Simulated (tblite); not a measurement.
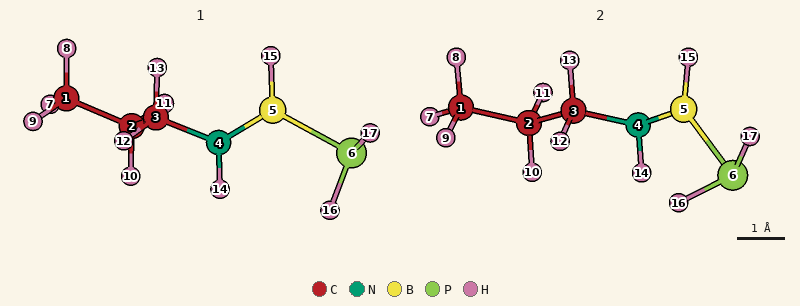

Two geometries of C₃H₁₁BNP, drawn at one scale. One is the start of a relaxation, the other its converged end. Style: ball-and-stick. Shown at a tilt.

Computed with GFN2-xTB geometry optimisation, gas phase in tblite 0.8.0. 

Which geometry has the lower energy?

Structure 1 is the relaxed one. H16 moves most after the best rigid fit: 1.38 Å. By element the largest moves are H 1.38 Å, N 1.14 Å, P 0.90 Å, C 0.59 Å, B 0.28 Å. Some distances before and after: N4–B5 1.535 → 1.377 Å, P6–H17 1.455 → 1.383 Å, P6–H16 1.449 → 1.386 Å, C1–H8 1.117 → 1.088 Å. Among the angles between lasting bonds that change: C3–N4–B5 110.2° → 127.7°, B5–N4–H14 108.2° → 120.5°, B5–P6–H16 93.3° → 97.8°. Groups turn about B5–P6 by about 40°. The energy falls by 25.6 kcal/mol in 116 geometry steps.
